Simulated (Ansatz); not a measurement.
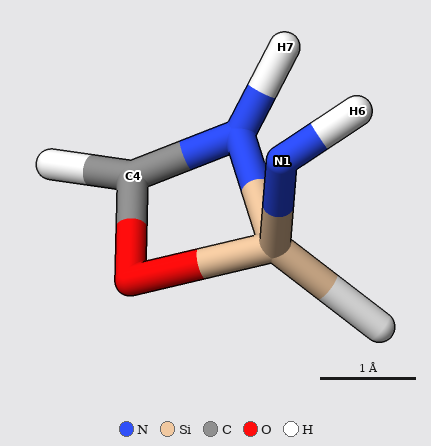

Figure 1. The starting structure (stick view, seen at a tilt; atoms are numbered from 1 in the order of the input).

Run report: CH₄N₂OSi, geometry relaxation (part 1 of 2)

- system: CH₄N₂OSi
- method: RKS PBE0-D4/def2-SVP (Ansatz 0.2.0)

It belongs to a series of runs on one base structure; here: end point B relaxed. Figures and captions count atoms from 1; the log counts them from 0 in places.

## Input
```yaml
crystal:
  periodic: [false, false, false]
  atoms:
    - { symbol: "N", position_ang: [0.2117, 0.6978, 1.4768] }
    - { symbol: Si, position_ang: [-0.4867, -0.4213, 0.4533] }
    - { symbol: "N", position_ang: [0.725, -0.632, -0.7007] }
    - { symbol: C, position_ang: [0.0817, -0.1005, -1.5933] }
    - { symbol: O, position_ang: [-1.1042, 0.2238, -0.9188] }
    - { symbol: H, position_ang: [0.885, 0.308, 2.0193] }
    - { symbol: H, position_ang: [1.69826, -0.64853, -0.33451] }
    - { symbol: H, position_ang: [-1.0143, -1.6464, 0.9841] }
    - { symbol: H, position_ang: [0.0926, 0.1253, -2.6179] }
basis:
  gaussian: { orbitals: def2-SVP }
hamiltonian:
  xc: pbe0
  dispersion: d4
relax:
  f_tol: 0.02
  max_steps: 50
```

Run on 2 threads of Intel Xeon (Sapphire Rapids), 16 GiB of memory available, shared host.

Command:
```bash
ansatz run input.yaml --threads 2 --pin off --max-ram 3072MiB --backend cpu --events-out ev --progress --plain --runs-dir out
```

## Output
```
The last accepted step is kept in [file] (removed where the run ends without a failure and the disk answers)
Engine: ansatz 0.2.0, x86_64-unknown-linux-gnu
Functional definition: PBE0
  parameter a = 0.25
  parameter kappa = 0.804
  parameter beta = 0.06672455060314922
  exchange = (1 - a)*pbe_x(kappa = kappa, mu = beta*pi^2/3) + a*exact_x
  correlation = pbe_c(beta = beta)
1007 factors; integrals over basis functions are off by at most 4.9e-4 eV
mean field evaluation 1: about -13973.8532 eV, gradient 7.8e1 eV
mean field evaluation 2: about -13879.1459 eV, gradient 1.6e2 eV
mean field evaluation 4: about -13986.0279 eV, gradient 1.2e1 eV
mean field evaluation 8: about -13986.4805 eV, gradient 5.1e-1 eV
mean field evaluation 16: about -13986.5076 eV, gradient 7.3e-5 eV
mean field -13986.50759859 eV, -513.9946738528 hartree, gradient 7.3e-5 eV, S^2 0.000000; 0 other end points of the search recorded, 0 dependent functions left out
the calculation of the forces begins
reference -13986.50762363 eV, -513.9946747732 hartree; 23, 23 occupied and 71, 71 virtual orbitals, 1007 factors
relax step   1: F+E_penalty+E_count = -13986.67315603 eV  Δ(F+E_penalty+E_count) = +0.000e0 eV  max|allowed force component| = 8.132e0 eV/Å  Δτ_max = 0.0000 Å  (29 SCF iters, accepted)
these checks for a lower state are left out or cut short: starts, cluster_reference, orbital_swaps, neighbouring_geometries, increment
1007 factors; integrals over basis functions are off by at most 5.2e-4 eV
mean field -13987.96997210 eV, -514.0484150882 hartree, gradient 1.9e-5 eV, S^2 0.000000; 0 other end points of the search recorded, 0 dependent functions left out
[... from here on the field's lines of each further geometry are left out, up to the last ...]
relax step   2: F+E_penalty+E_count = -13988.13384445 eV  Δ(F+E_penalty+E_count) = -1.461e0 eV  max|allowed force component| = 5.049e0 eV/Å  Δτ_max = 0.1971 Å  (39 SCF iters, accepted)
relax step   3: F+E_penalty+E_count = -13988.93818253 eV  Δ(F+E_penalty+E_count) = -8.043e-1 eV  max|allowed force component| = 1.239e0 eV/Å  Δτ_max = 0.1947 Å  (33 SCF iters, accepted)
relax step   4: F+E_penalty+E_count = -13989.22040542 eV  Δ(F+E_penalty+E_count) = -2.822e-1 eV  max|allowed force component| = 6.445e-1 eV/Å  Δτ_max = 0.1948 Å  (30 SCF iters, accepted)
relax step   5: F+E_penalty+E_count = -13989.34984420 eV  Δ(F+E_penalty+E_count) = -1.294e-1 eV  max|allowed force component| = 9.769e-1 eV/Å  Δτ_max = 0.1957 Å  (31 SCF iters, accepted)
relax step   6: F+E_penalty+E_count = -13989.47873621 eV  Δ(F+E_penalty+E_count) = -1.289e-1 eV  max|allowed force component| = 5.193e-1 eV/Å  Δτ_max = 0.2000 Å  (31 SCF iters, accepted)
relax step   7: F+E_penalty+E_count = -13989.51664556 eV  Δ(F+E_penalty+E_count) = -3.791e-2 eV  max|allowed force component| = 3.862e-1 eV/Å  Δτ_max = 0.1999 Å  (29 SCF iters, accepted)
relax step   8: F+E_penalty+E_count = -13989.53378256 eV  Δ(F+E_penalty+E_count) = -1.714e-2 eV  max|allowed force component| = 4.778e-1 eV/Å  Δτ_max = 0.2000 Å  (30 SCF iters, accepted)
relax step   9: F+E_penalty+E_count = -13989.56179363 eV  Δ(F+E_penalty+E_count) = -2.801e-2 eV  max|allowed force component| = 4.544e-1 eV/Å  Δτ_max = 0.0810 Å  (31 SCF iters, accepted)
relax step  10: F+E_penalty+E_count = -13989.57429500 eV  Δ(F+E_penalty+E_count) = -1.250e-2 eV  max|allowed force component| = 6.329e-1 eV/Å  Δτ_max = 0.1183 Å  (31 SCF iters, accepted)
relax step  11: F+E_penalty+E_count = -13989.50408365 eV  Δ(F+E_penalty+E_count) = +7.021e-2 eV  max|allowed force component| = 1.955e0 eV/Å  Δτ_max = 0.1223 Å  (31 SCF iters, rejected (line search))
relax step  12: F+E_penalty+E_count = -13989.59249196 eV  Δ(F+E_penalty+E_count) = -1.820e-2 eV  max|allowed force component| = 3.304e-1 eV/Å  Δτ_max = 0.0612 Å  (32 SCF iters, accepted)
relax step  13: F+E_penalty+E_count = -13989.59655526 eV  Δ(F+E_penalty+E_count) = -4.063e-3 eV  max|allowed force component| = 1.509e-1 eV/Å  Δτ_max = 0.0339 Å  (31 SCF iters, accepted)
relax step  14: F+E_penalty+E_count = -13989.59542555 eV  Δ(F+E_penalty+E_count) = +1.130e-3 eV  max|allowed force component| = 2.649e-1 eV/Å  Δτ_max = 0.0113 Å  (31 SCF iters, rejected (line search))
relax step  15: F+E_penalty+E_count = -13989.59730747 eV  Δ(F+E_penalty+E_count) = -7.522e-4 eV  max|allowed force component| = 5.182e-2 eV/Å  Δτ_max = 0.0055 Å  (32 SCF iters, accepted)
relax step  16: F+E_penalty+E_count = -13989.59774700 eV  Δ(F+E_penalty+E_count) = -4.395e-4 eV  max|allowed force component| = 2.149e-2 eV/Å  Δτ_max = 0.0097 Å  (32 SCF iters, accepted)
the calculation of the forces begins
reference -13989.43718785 eV, -514.1023342724 hartree; 23, 23 occupied and 71, 71 virtual orbitals, 1008 factors
relax step  17: F+E_penalty+E_count = -13989.59780653 eV  Δ(F+E_penalty+E_count) = -5.953e-5 eV  max|allowed force component| = 9.544e-3 eV/Å  Δτ_max = 0.0034 Å  (24 SCF iters, accepted)
```

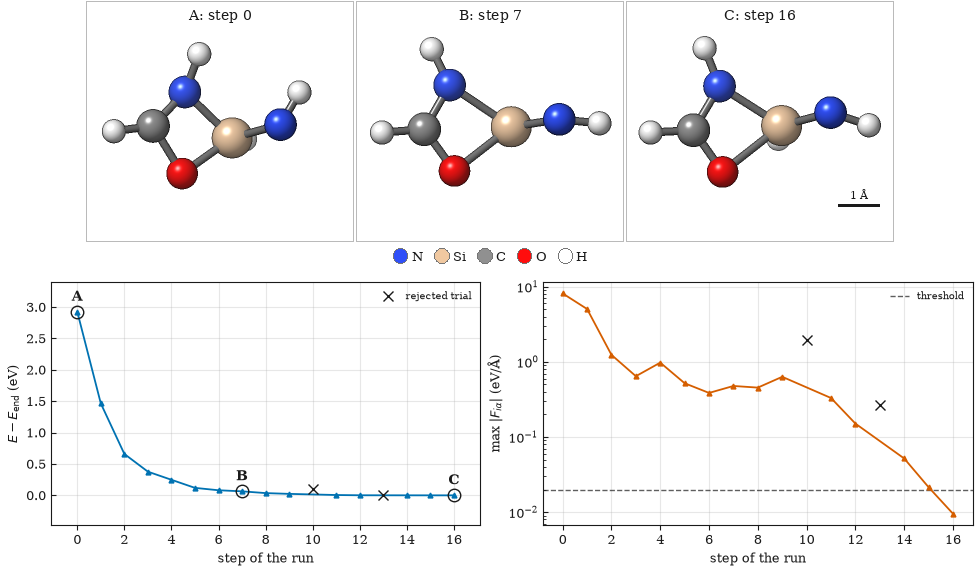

Figure 2. Frames of the relaxation (ball-and-stick view, seen at a tilt) above the curves, on which the letters mark them (the first geometry is step 0 here and step 1 in the log).

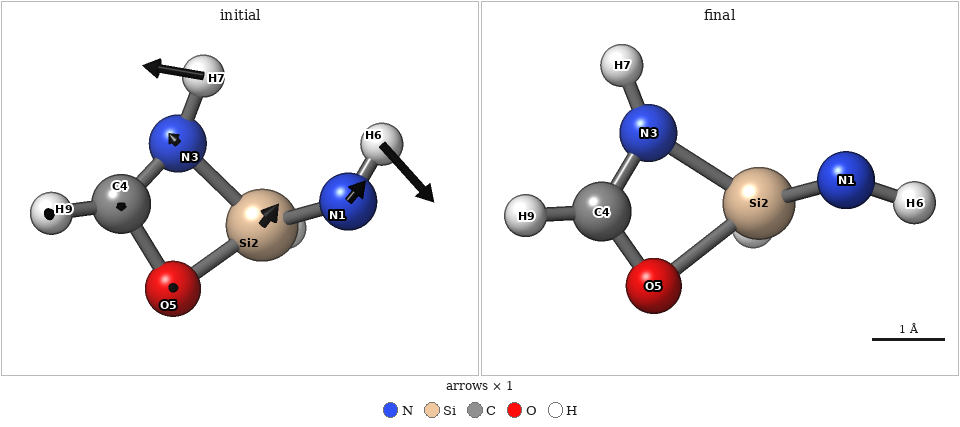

Figure 3. Before (left) and after (right) the relaxation, at one scale (ball-and-stick view, seen at a tilt). The black arrows give the displacements, at true length. H6 moves most after the best rigid fit: 1.10 Å. Largest moves by element: H 1.10 Å, Si 0.40 Å, N 0.39 Å, C 0.11 Å, O 0.10 Å. Among the contacts that change: Si2–O5 1.637 → 1.948 Å, Si2–N3 1.687 → 1.859 Å, C4–O5 1.402 → 1.267 Å, N3–C4 1.222 → 1.308 Å. Among the angles that change: Si2–N3–H7 115.7° → 143.2°, O5–Si2–H8 120.5° → 96.6°, N3–C4–H9 143.3° → 125.7°. The energy falls by 2.925 eV in 16 geometry steps. Largest force component: 8.1 eV/Å at the start, 0.0095 eV/Å at the end. The line search rejected the trial steps at points 10, 13 (counted from 0) and went back. (Atoms are counted from 1 in the order of the input.)

```
1008 factors; integrals over basis functions are off by at most 6.6e-4 eV
mean field -13989.43716274 eV, -514.1023333496 hartree, gradient 2.5e-5 eV, S^2 0.000000; 1 other end points of the search recorded, 0 dependent functions left out
the calculation of the forces begins
reference -13989.43718785 eV, -514.1023342724 hartree; 23, 23 occupied and 71, 71 virtual orbitals, 1008 factors
Total energy: -13989.59783164 eV, -514.1082378227 hartree
Atom 0 at     0.485234     0.620349     1.741630 Å, force     0.002010     0.001993     0.003402 eV/Å
Atom 1 at    -0.161907    -0.380419     0.685004 Å, force     0.009544    -0.004148    -0.006427 eV/Å
Atom 2 at     0.880518    -0.656223    -0.829805 Å, force    -0.006406     0.002875     0.004806 eV/Å
Atom 3 at    -0.033044    -0.104529    -1.585675 Å, force    -0.003840     0.002227     0.003915 eV/Å
Atom 4 at    -1.034647     0.295290    -0.919821 Å, force    -0.001267     0.000900    -0.002288 eV/Å
Atom 5 at     0.135193     0.745610     2.684675 Å, force    -0.001191    -0.001982    -0.006328 eV/Å
Atom 6 at     1.778301    -1.001139    -1.144308 Å, force    -0.000641     0.000204     0.001937 eV/Å
Atom 7 at    -0.979969    -1.620960     0.816930 Å, force    -0.001355    -0.000603     0.001166 eV/Å
Atom 8 at     0.019382     0.008192    -2.680340 Å, force     0.003146    -0.001466    -0.000182 eV/Å
Dipole moment:     0.185552    -0.492473    -0.773560 e Å
```

## Trajectory as extended XYZ (Å, eV, eV/Å), 17 frames, from step=1 to step=17
```
9
Properties=species:S:1:pos:R:3:forces:R:3 step=1 energy=-13986.67316
N     0.2117    0.6978    1.4768   -3.7642   0.7941  -3.3537
Si   -0.4867   -0.4213    0.4533    0.4889   2.4967   7.3076
N     0.7250   -0.6320   -0.7007    8.1323  -4.0568   1.5374
C     0.0817   -0.1005   -1.5933   -6.1291   2.3554   0.1866
O    -1.1042    0.2238   -0.9188   -1.1011   0.7529  -4.8399
H     0.8850    0.3080    2.0193    2.6866  -1.5148   2.8347
H     1.6983   -0.6485   -0.3345   -0.3759  -0.2736  -1.5520
H    -1.0143   -1.6464    0.9841   -0.7818  -1.2153  -0.3872
H     0.0926    0.1253   -2.6179    0.8443   0.6615  -1.7335
9
Properties=species:S:1:pos:R:3:forces:R:3 step=2 energy=-13988.13384
N     0.1905    0.7685    1.4822   -0.7347  -0.6229  -0.8697
Si   -0.4399   -0.3997    0.5027    0.3661   1.2974   5.0493
N     0.7702   -0.7032   -0.7274    3.3277  -1.3703  -0.7398
C     0.0490   -0.1033   -1.5939   -3.3738   0.6725   1.4303
O    -1.1263    0.1698   -0.9345    0.5594   0.3238  -3.3372
H     0.8270    0.3828    2.1761   -0.1425   0.0594   0.4396
H     1.7690   -0.7607   -0.4803   -0.3641  -0.0743  -1.2799
H    -1.0401   -1.6638    0.9754   -0.2984  -0.3879  -0.4027
H     0.0897    0.2158   -2.6320    0.6604   0.1023  -0.2899
9
Properties=species:S:1:pos:R:3:forces:R:3 step=3 energy=-13988.93818
N     0.1865    0.8112    1.4966    0.5156  -0.0156   1.0864
Si   -0.4030   -0.3670    0.5896    0.0173  -0.7055   1.2386
N     0.8022   -0.7536   -0.7584    0.7060  -0.2774  -0.3859
C     0.0012   -0.1297   -1.5722   -0.1054   0.3145   0.1974
O    -1.1103    0.1509   -0.9599   -0.2849   0.2438  -0.7597
H     0.7454    0.4338    2.2930   -0.7302   0.6076  -0.4343
H     1.8202   -0.8128   -0.6608   -0.4255  -0.0030  -0.9506
H    -1.0619   -1.6725    0.9494   -0.0206   0.1910  -0.1994
H     0.1087    0.2458   -2.6090    0.3278  -0.3552   0.2076
```
